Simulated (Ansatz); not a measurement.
**An extra electron or hole in glassy 77ZrO2-23SiO2 (mol %) (90 atoms)**

Does an extra electron or hole in glassy 77ZrO2-23SiO2 (mol %) (90 atoms) stay spread out, or do the atoms trap it?

Calculated with Ansatz 0.2.0; Kohn-Sham DFT, PBEsol, PAW (set soft_1), plane waves.

## 1. The starting structure

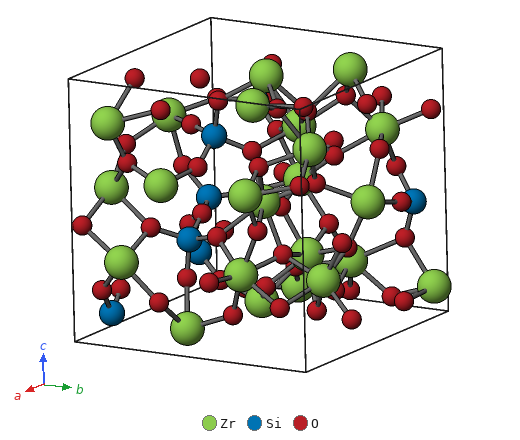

The cell as given, slightly off an axis (zirconium green, silicon blue, oxygen red). Bonds to atoms that aren't drawn are left out. Some periodic images of atoms are drawn too.

The cell holds 90 atoms: 23 Zr, 7 Si and 60 O. Cell: a = 10.551 Å, b = 10.551 Å, c = 10.551 Å, α = 90.0°, β = 90.0°, γ = 90.0°. 90 atoms (23 Zr, 7 Si, 60 O) placed at random at 4.39 g/cm³, melted at 4000 K for 10 ps at fixed volume with the Morse and Coulomb pair potential with partial charges (Pedone, Malavasi, Menziani, Cormack and Segre, J. Phys. Chem. B 110, 11780 (2006)). Quenched from 1800 K to 300 K at 50 K/ps and fixed volume, held 10 ps at zero pressure, then minimised at fixed cell.

What the set-up can't give: The quench rate of 50 K/ps is orders of magnitude faster than experiment, which tends to freeze in extra defects. The network of bonds at the start is that of the classical potential that made the cell, and needn't be the one that DFT or experiment would give. Sampling is at Γ alone, for a cell whose shortest periodic width is 11 Å.

## 2. Single point at the start

The forces at the start show how far the geometry lies from a minimum of this functional.

input.yaml reads:

```yaml
crystal:
  lattice:
    - [10.55091, 0.0, 0.0]
    - [0.0, 10.55091, 0.0]
    - [0.0, 0.0, 10.55091]
  atoms:
    - { symbol: Zr, position: [0.13118, 0.66354, 0.18394] }
    - { symbol: Zr, position: [0.97556, 0.19603, 0.31899] }
    - { symbol: Zr, position: [0.23315, 0.5175, 0.50047] }
    - { symbol: Zr, position: [0.42636, 0.65947, 0.276] }
    - { symbol: Zr, position: [0.08428, 0.99393, 0.11319] }
    - { symbol: Zr, position: [0.62882, 0.6012, 0.51697] }
    - { symbol: Zr, position: [0.38522, 0.61207, 0.75024] }
    - { symbol: Zr, position: [0.94314, 0.35496, 0.62231] }
    - { symbol: Zr, position: [0.92016, 0.70524, 0.61835] }
    - { symbol: Zr, position: [0.926, 0.75113, 0.96933] }
    - { symbol: Zr, position: [0.65593, 0.82485, 0.7471] }
    - { symbol: Zr, position: [0.35701, 0.41466, 0.05486] }
    - { symbol: Zr, position: [0.38985, 0.84276, 0.99173] }
    - { symbol: Zr, position: [0.43137, 0.93201, 0.50764] }
    - { symbol: Zr, position: [0.78988, 0.04459, 0.54339] }
    - { symbol: Zr, position: [0.17408, 0.84174, 0.71388] }
    - { symbol: Zr, position: [0.80497, 0.60629, 0.27901] }
    - { symbol: Zr, position: [0.46668, 0.09961, 0.75035] }
    - { symbol: Zr, position: [0.05918, 0.38815, 0.04067] }
    - { symbol: Zr, position: [0.6045, 0.61162, 0.99124] }
    - { symbol: Zr, position: [0.97094, 0.14815, 0.84169] }
    - { symbol: Zr, position: [0.7715, 0.34798, 0.03784] }
    - { symbol: Zr, position: [0.64023, 0.86093, 0.24968] }
    - { symbol: Si, position: [0.41239, 0.23058, 0.44004] }
    - { symbol: Si, position: [0.22933, 0.3304, 0.77639] }
    - { symbol: Si, position: [0.09398, 0.91946, 0.42972] }
    - { symbol: Si, position: [0.63641, 0.39966, 0.74532] }
    - { symbol: Si, position: [0.68353, 0.31063, 0.35198] }
    - { symbol: Si, position: [0.31128, 0.11881, 0.19457] }
    - { symbol: Si, position: [0.80297, 0.04192, 0.06794] }
    - { symbol: O, position: [0.73876, 0.65347, 0.67999] }
    - { symbol: O, position: [0.97908, 0.03204, 0.44125] }
    - { symbol: O, position: [0.02999, 0.31726, 0.45569] }
    - { symbol: O, position: [0.79624, 0.16072, 0.97371] }
    - { symbol: O, position: [0.62057, 0.0061, 0.66508] }
    - { symbol: O, position: [0.87539, 0.16867, 0.6714] }
    - { symbol: O, position: [0.31317, 0.7056, 0.11774] }
    - { symbol: O, position: [0.51457, 0.72892, 0.84821] }
    - { symbol: O, position: [0.44265, 0.56166, 0.4502] }
    - { symbol: O, position: [0.92854, 0.3252, 0.17066] }
    - { symbol: O, position: [0.42788, 0.1317, 0.55398] }
    - { symbol: O, position: [0.29156, 0.99063, 0.10456] }
    - { symbol: O, position: [0.62149, 0.67608, 0.32236] }
    - { symbol: O, position: [0.39133, 0.12926, 0.32005] }
    - { symbol: O, position: [0.00943, 0.73978, 0.78962] }
    - { symbol: O, position: [0.00737, 0.5804, 0.03264] }
    - { symbol: O, position: [0.26347, 0.68493, 0.61621] }
    - { symbol: O, position: [0.81514, 0.77798, 0.17562] }
    - { symbol: O, position: [0.02302, 0.53448, 0.59908] }
    - { symbol: O, position: [0.53816, 0.77453, 0.58544] }
    - { symbol: O, position: [0.43722, 0.51481, 0.91339] }
    - { symbol: O, position: [0.09073, 0.2836, 0.73446] }
    - { symbol: O, position: [0.67141, 0.44259, 0.89248] }
    - { symbol: O, position: [0.90115, 0.95502, 0.98186] }
    - { symbol: O, position: [0.2114, 0.39259, 0.91823] }
    - { symbol: O, position: [0.82601, 0.8837, 0.65481] }
    - { symbol: O, position: [0.49804, 0.97964, 0.90125] }
    - { symbol: O, position: [0.54245, 0.76777, 0.1017] }
    - { symbol: O, position: [0.30772, 0.33586, 0.44725] }
    - { symbol: O, position: [0.72382, 0.45595, 0.38824] }
    - { symbol: O, position: [0.32213, 0.21969, 0.79532] }
    - { symbol: O, position: [0.75774, 0.40044, 0.6546] }
    - { symbol: O, position: [0.99237, 0.58482, 0.29113] }
    - { symbol: O, position: [0.07451, 0.17044, 0.00795] }
    - { symbol: O, position: [0.35166, 0.23367, 0.11079] }
    - { symbol: O, position: [0.0888, 0.81129, 0.05467] }
    - { symbol: O, position: [0.15521, 0.13208, 0.24322] }
    - { symbol: O, position: [0.19943, 0.46606, 0.15404] }
    - { symbol: O, position: [0.6706, 0.96527, 0.41081] }
    - { symbol: O, position: [0.48991, 0.51646, 0.15147] }
    - { symbol: O, position: [0.24082, 0.64091, 0.34661] }
    - { symbol: O, position: [0.08874, 0.87419, 0.28535] }
    - { symbol: O, position: [0.27611, 0.44787, 0.68943] }
    - { symbol: O, position: [0.79138, 0.21185, 0.41117] }
    - { symbol: O, position: [0.67819, 0.00328, 0.12679] }
    - { symbol: O, position: [0.74279, 0.74218, 0.91368] }
    - { symbol: O, position: [0.90795, 0.06635, 0.18287] }
    - { symbol: O, position: [0.75028, 0.53354, 0.10488] }
    - { symbol: O, position: [0.57748, 0.26374, 0.75971] }
    - { symbol: O, position: [0.67834, 0.29281, 0.20222] }
    - { symbol: O, position: [0.05824, 0.82533, 0.54467] }
    - { symbol: O, position: [0.8124, 0.68764, 0.45755] }
    - { symbol: O, position: [0.55204, 0.2867, 0.41738] }
    - { symbol: O, position: [0.45192, 0.85096, 0.3294] }
    - { symbol: O, position: [0.27717, 0.75054, 0.85622] }
    - { symbol: O, position: [0.92301, 0.34898, 0.90403] }
    - { symbol: O, position: [0.23523, 0.95482, 0.46537] }
    - { symbol: O, position: [0.54107, 0.50295, 0.67781] }
    - { symbol: O, position: [0.35177, 0.9384, 0.69198] }
    - { symbol: O, position: [0.08929, 0.00159, 0.78938] }
kpoints:
  mp_grid: { grid: [1, 1, 1] }
hamiltonian:
  xc: pbesol
  pseudopotentials: { kind: paw, azcp: { folder: soft_1 }, xc_functional: pbe }
scf:
  occupations: { method: fixed }
output:
  forces: true
```

On the command line:

```bash
ansatz run input.yaml --threads 4 --pin off --max-ram 8192MiB --backend cpu --events-out ev --progress --plain --runs-dir out
```

Numbers of over 12 decimals in the logs are rounded to 6 here.

What it wrote:

```text
Engine: ansatz 0.2.0, aarch64-unknown-linux-gnu
Pseudopotentials: kind: paw
Pseudopotential: Zr, paw, valence charge 12, recommended cutoff 420 eV (normal), soft_1/Zr.paw.azcp
Pseudopotential: Si, paw, valence charge 4, recommended cutoff 420 eV (normal), soft_1/Si.paw.azcp
Pseudopotential: O, paw, valence charge 6, recommended cutoff 420 eV (normal), soft_1/O.paw.azcp
[... 3 lines on functional and potentials left out ...]
Crystal: 90 atoms, lattice volume = 1174.545 Å³
Basis set: ecut = 420 eV, 22983 PW (Γ), exchange–correlation on 144×144×144 points (8 copies of the dense FFT grid, shifted against one another)
Bands: 422, of which v1, the nominal top of the filled ones, is band 332 counted from 1 (331 counted from 0)
Symmetry: 1 space group operations
Space group: P1 (ITA 1), of the structure as read, at distance tolerance 1.1e-4 Å
k-points: 1
[... 10 lines on functional and potentials left out ...]
Initial density: superposition of atomic densities (chi_scale 0.1, normalization cell, long waves kept (reshape's long-wave potential 0.97 eV rms))
Initial wavefunctions: pseudopotential atomic-orbital guess
Functional: x = pbesol(κ = 0.804, μ = 0.123457), c = pbesol(β = 0.046)
SCF iter   1: F=—  HF=-133116.565441 eV  |F-HF|=—  |Δ(HF+E_count)|=         —  Δρ=6.23e-2  dr2=1.11e2  ethr=3.10e-3  ⟨swp⟩=4.0  Hψ=1196  notcnv=0  defer=87
preconditioner: auto → Resta (q_TF=auto, 2.481 Å⁻¹)  ε∞=5.8  [insulator: Δε(μ)=0.013 eV  Ē_g=10.830 eV  n_scr=304 (ndim 8)  ℏωp=23.7 eV  f_vac=0.021  ε∞_Penn≈5.8]
SCF iter   2: F=—  HF=-133098.444374 eV  |F-HF|=—  |Δ(HF+E_count)|=    1.81e1  Δρ=3.67e-2  dr2=2.85e1  ethr=3.10e-3  ⟨swp⟩=2.0  Hψ=685  notcnv=0  defer=88
SCF iter   3: F=—  HF=-133092.892460 eV  |F-HF|=—  |Δ(HF+E_count)|=    5.55e0  Δρ=2.68e-2  dr2=1.02e1  ethr=3.10e-3  ⟨swp⟩=3.0  Hψ=687  notcnv=0  defer=87
SCF iter   4: F=—  HF=-133090.982783 eV  |F-HF|=—  |Δ(HF+E_count)|=    1.91e0  Δρ=6.03e-3  dr2=8.92e-1  ethr=1.53e-3  ⟨swp⟩=2.0  Hψ=667  notcnv=0  defer=87
SCF iter   5: F=—  HF=-133090.952621 eV  |F-HF|=—  |Δ(HF+E_count)|=   3.02e-2  Δρ=4.90e-3  dr2=2.51e-1  ethr=1.34e-4  ⟨swp⟩=3.0  Hψ=688  notcnv=0  defer=88
SCF iter   6: F=—  HF=-133090.946993 eV  |F-HF|=—  |Δ(HF+E_count)|=   5.63e-3  Δρ=2.12e-3  dr2=5.68e-2  ethr=3.78e-5  ⟨swp⟩=2.0  Hψ=583  notcnv=0  defer=88
SCF iter   7: F=—  HF=-133090.957833 eV  |F-HF|=—  |Δ(HF+E_count)|=   1.08e-2  Δρ=9.34e-4  dr2=1.16e-2  ethr=8.56e-6  ⟨swp⟩=2.0  Hψ=542  notcnv=0  defer=88
SCF iter   8: F=—  HF=-133090.962064 eV  |F-HF|=—  |Δ(HF+E_count)|=   4.23e-3  Δρ=4.04e-4  dr2=2.38e-3  ethr=1.74e-6  ⟨swp⟩=2.0  Hψ=583  notcnv=0  defer=88
SCF iter   9: F=—  HF=-133090.964115 eV  |F-HF|=—  |Δ(HF+E_count)|=   2.05e-3  Δρ=1.47e-4  dr2=3.98e-4  ethr=3.58e-7  ⟨swp⟩=2.0  Hψ=583  notcnv=0  defer=88
SCF iter  10: F=—  HF=-133090.964649 eV  |F-HF|=—  |Δ(HF+E_count)|=   5.34e-4  Δρ=1.32e-4  dr2=1.98e-4  ethr=6.00e-8  ⟨swp⟩=3.0  Hψ=582  notcnv=0  defer=86
SCF iter  11: F=—  HF=-133090.964689 eV  |F-HF|=—  |Δ(HF+E_count)|=   4.02e-5  Δρ=3.41e-5  dr2=1.96e-5  ethr=2.99e-8  ⟨swp⟩=2.0  Hψ=581  notcnv=0  defer=85
SCF iter  12: F=—  HF=-133090.966941 eV  |F-HF|=—  |Δ(HF+E_count)|=   2.25e-3  Δρ=2.80e-5  dr2=9.56e-6  ethr=2.95e-9  ⟨swp⟩=2.0  Hψ=662  notcnv=0  defer=85
SCF iter  13: F=—  HF=-133090.966944 eV  |F-HF|=—  |Δ(HF+E_count)|=   2.95e-6  Δρ=7.73e-6  dr2=1.07e-6  ethr=1.44e-9  ⟨swp⟩=2.0  Hψ=581  notcnv=0  defer=85
SCF iter  14: F=—  HF=-133090.966945 eV  |F-HF|=—  |Δ(HF+E_count)|=   1.05e-6  Δρ=6.36e-6  dr2=4.53e-7  ethr=1.61e-10  ⟨swp⟩=2.0  Hψ=581  notcnv=0  defer=85
SCF iter  15: F=-133090.966945 eV  HF=-133090.966945 eV  |F-HF|=2.42e-8  |Δ(HF+E_count)|=   3.01e-8  Δρ=2.25e-6  dr2=6.75e-8  ethr=1.51e-11  ⟨swp⟩=3.0  Hψ=1517  notcnv=0
SCF 1 converged in 15 iterations: F = -133090.966945 eV  dr2 = 6.75e-8
  greatest PAW one-centre occupation: 0.996 electrons in one spin orbital (limit 2), on the Zr atom at site 16 (counted from 0), in its partial waves of l = 0
SCF converged after 15 iterations
Free energy (F): -133090.966945 eV
Harris-Foulkes:  -133090.966945 eV  (|F-HF|=2.42e-8)
Internal energy: -133090.966945 eV  (E = F + TS)
E sigma→0 (E₀):  -133090.966945 eV
Fermi energy:    7.525798 eV
--- Per-component energies (eV) ---
  E_band       = -3842.749319
  E_kinetic    = 17699.512262
  E_local      = -44460.607600  (includes V_loc(G=0)·N_el)
  E_nonlocal   = 5004.869878
  E_hartree    = 16353.726108
  E_xc         = -8191.328582
  E_vxc        = -10001.974860  (∫ρ·V_xc dr)
  E_paw        = -79819.166109  (= ΣΔE_a)
  E_vpaw       = -4792.048064  (= ΣTr[D̂ρ^β])
  E_aug_tail   = 0.046383  (compensation charges beyond the density's cutoff)
  E_ewald      = -39684.169067
  E_core_change = 6.149782  (= ΣΔE_core)
  E_smearing   = -0.000000  (= −TS)
  E_closure    = 0.000000  (closes the sum)
  Σ components = -133090.966945   (vs F -133090.966945, Δ=0.00e0)
--- Forces (eV/Å), atoms counted from 1 ---
  atom   1  Zr    -1.35771307    -0.15968801     0.59815247
  atom   2  Zr     0.40720179     0.98935388     0.46518728
  atom   3  Zr     0.62680475     0.21850470    -0.91415554
  atom   4  Zr     0.10938719    -0.32995524     0.02309686
  atom   5  Zr    -1.31499823    -0.04429419    -0.58378886
  atom   6  Zr     0.34287660     0.49218020     0.19092864
  atom   7  Zr     0.45746916     0.75990814     0.21479169
  atom   8  Zr     0.25711124     0.61404123    -1.41241231
  atom   9  Zr    -1.51107455    -0.78666059    -0.68981254
  atom  10  Zr    -0.00751560    -0.77753745    -0.21098200
  atom  11  Zr     0.27971807     0.01370884    -1.14487600
  atom  12  Zr     0.14306517     0.23178665     1.38316779
  atom  13  Zr     0.48431192    -0.01892083    -0.73077998
  atom  14  Zr    -0.42898010     0.13173961    -0.14371210
[...]
atom  89  O      0.11695184    -0.14165148    -0.73884949
  atom  90  O     -0.16169372    -0.17177184    -0.11637638
  max |Σ_I F_I| component: 1.09e-4 eV/Å
```

The job ended after 22 s (4 threads of Arm Neoverse V1, shared host; peak memory 1.5 GiB).

Reading the cycles: dr2 is the Hartree energy of the density residual (eV), the measure of convergence; HF is the Harris–Foulkes estimate of the energy, which meets the free energy F at convergence.

The r.m.s. force at the start is 0.76 eV/Å.

## 3. Relaxation

With the cell held, the atoms are moved downhill towards a nearby minimum.

input.yaml reads:

```yaml
crystal:
  lattice:
    - [10.55091, 0.0, 0.0]
    - [0.0, 10.55091, 0.0]
    - [0.0, 0.0, 10.55091]
  atoms:
    [... the 90 atom lines of step 2 ...]
kpoints:
  mp_grid: { grid: [1, 1, 1] }
hamiltonian:
  xc: pbesol
  pseudopotentials: { kind: paw, azcp: { folder: soft_1 }, xc_functional: pbe }
scf:
  occupations: { method: fixed }
output:
  forces: true
relax:
  f_tol: 0.05
  max_steps: 120
```

What it wrote:

```text
[...]
Crystal: 90 atoms, lattice volume = 1174.545 Å³
Basis set: ecut = 420 eV, 22983 PW (Γ), exchange–correlation on 144×144×144 points (8 copies of the dense FFT grid, shifted against one another)
Bands: 422, of which v1, the nominal top of the filled ones, is band 332 counted from 1 (331 counted from 0)
Symmetry: 1 space group operations
[...]
k-points: 1
[...]
SCF iter   1: F=—  HF=-133116.565441 eV  |F-HF|=—  |Δ(HF+E_count)|=         —  Δρ=6.23e-2  dr2=1.11e2  ethr=3.10e-3  ⟨swp⟩=4.0  Hψ=1196  notcnv=0  defer=87
[...]
SCF iter  10: F=—  HF=-133090.966867 eV  |F-HF|=—  |Δ(HF+E_count)|=   5.28e-4  Δρ=1.31e-4  dr2=1.97e-4  ethr=6.04e-8  ⟨swp⟩=3.0  Hψ=582  notcnv=0  defer=88
SCF iter  11: F=-133090.966937 eV  HF=-133090.966921 eV  |F-HF|=1.62e-5  |Δ(HF+E_count)|=   5.40e-5  Δρ=3.39e-5  dr2=1.96e-5  ethr=9.41e-9  ⟨swp⟩=3.0  Hψ=1357  notcnv=0
SCF 1 converged in 11 iterations: F = -133090.966937 eV  dr2 = 1.96e-5
[...]
relax step   1: F+E_penalty+E_count = -133090.96693713 eV  Δ(F+E_penalty+E_count) = +0.000e0 eV  max|allowed force component| = 3.228e0 eV/Å  Δτ_max = 0.0000 Å  (11 SCF iters, dr2 threshold 6.25e-5 eV, accepted)
[...]
relax step   2: F+E_penalty+E_count = -133092.82335262 eV  Δ(F+E_penalty+E_count) = -1.856e0 eV  max|allowed force component| = 1.735e0 eV/Å  Δτ_max = 0.1359 Å  (7 SCF iters, dr2 threshold 1.00e-4 eV, accepted)
[...]
relax step   3: F+E_penalty+E_count = -133093.57422661 eV  Δ(F+E_penalty+E_count) = -7.509e-1 eV  max|allowed force component| = 9.353e-1 eV/Å  Δτ_max = 0.0823 Å  (6 SCF iters, dr2 threshold 1.00e-4 eV, accepted)
relax step   4: F+E_penalty+E_count = -133094.22833634 eV  Δ(F+E_penalty+E_count) = -6.541e-1 eV  max|allowed force component| = 5.872e-1 eV/Å  Δτ_max = 0.2000 Å  (7 SCF iters, dr2 threshold 1.00e-4 eV, accepted)
relax step   5: F+E_penalty+E_count = -133094.48949215 eV  Δ(F+E_penalty+E_count) = -2.612e-1 eV  max|allowed force component| = 3.806e-1 eV/Å  Δτ_max = 0.2000 Å  (7 SCF iters, dr2 threshold 1.00e-4 eV, accepted)
relax step   6: F+E_penalty+E_count = -133094.48749628 eV  Δ(F+E_penalty+E_count) = +1.996e-3 eV  max|allowed force component| = 2.230e-1 eV/Å  Δτ_max = 0.2000 Å  (7 SCF iters, dr2 threshold 5.71e-5 eV, rejected (line search))
relax step   7: F+E_penalty+E_count = -133094.55667393 eV  Δ(F+E_penalty+E_count) = -6.718e-2 eV  max|allowed force component| = 1.244e-1 eV/Å  Δτ_max = 0.0565 Å  (11 SCF iters, accepted)
relax step   8: F+E_penalty+E_count = -133094.56995909 eV  Δ(F+E_penalty+E_count) = -1.329e-2 eV  max|allowed force component| = 5.009e-2 eV/Å  Δτ_max = 0.0812 Å  (9 SCF iters, accepted)
relax step   9: F+E_penalty+E_count = -133094.57118044 eV  Δ(F+E_penalty+E_count) = -1.221e-3 eV  max|allowed force component| = 6.701e-2 eV/Å  Δτ_max = 0.0598 Å  (9 SCF iters, accepted)
relax step  10: F+E_penalty+E_count = -133094.57310061 eV  Δ(F+E_penalty+E_count) = -1.920e-3 eV  max|allowed force component| = 5.063e-2 eV/Å  Δτ_max = 0.0315 Å  (8 SCF iters, accepted)
[...]
relax step  11: F+E_penalty+E_count = -133094.57397690 eV  Δ(F+E_penalty+E_count) = -8.763e-4 eV  max|allowed force component| = 1.398e-2 eV/Å  Δτ_max = 0.0144 Å  (7 SCF iters, accepted)
SCF converged after 7 iterations
Free energy (F): -133094.573977 eV
[...]
Internal energy: -133094.573977 eV  (E = F + TS)
E sigma→0 (E₀):  -133094.573977 eV
Fermi energy:    7.278337 eV
[...]
Σ components = -133094.573977   (vs F -133094.573977, Δ=0.00e0)
--- Forces (eV/Å), atoms counted from 1 ---
  atom   1  Zr     0.00300939    -0.00029026     0.00608750
  atom   2  Zr    -0.01148740    -0.00610372     0.00649223
  atom   3  Zr     0.00026277     0.00845915     0.00283790
  atom   4  Zr     0.00177715     0.00284577    -0.00080777
[...]
atom  90  O      0.00141660     0.00102983     0.00080763
  max |Σ_I F_I| component: 1.60e-4 eV/Å
--- Relaxed structure (11 steps of the walk, 10 accepted, 0 SCFs on fresh bases) ---
  F+E_penalty+E_count = -133094.57397690 eV   max|allowed force component| = 1.398e-2 eV/Å
  atoms:
    - { symbol: Zr, position: [0.128272, 0.679329, 0.194177] }
    - { symbol: Zr, position: [0.972697, 0.201951, 0.321156] }
    - { symbol: Zr, position: [0.275981, 0.516259, 0.496682] }
    - { symbol: Zr, position: [0.430342, 0.664289, 0.275315] }
[...]
- { symbol: O, position: [0.088647, -0.00156459, 0.765779] }
```

Wall time 2.5 min (4 threads); peak memory 1.5 GiB.

The relaxation converged after 11 steps, 3.61 eV below its start, with a largest force component of 0.014 eV/Å.

[end of part 1 of 4]

[Logs are printed without paths, hosts, clocks, repeated set-up lines and the standing remarks that a program may print on its own settings, such as how far it seeks lower states.]

[Hosts, paths, dates, database ids (printed as entryN), source tags and the programs' standing remarks are cut or masked in the printed files.]
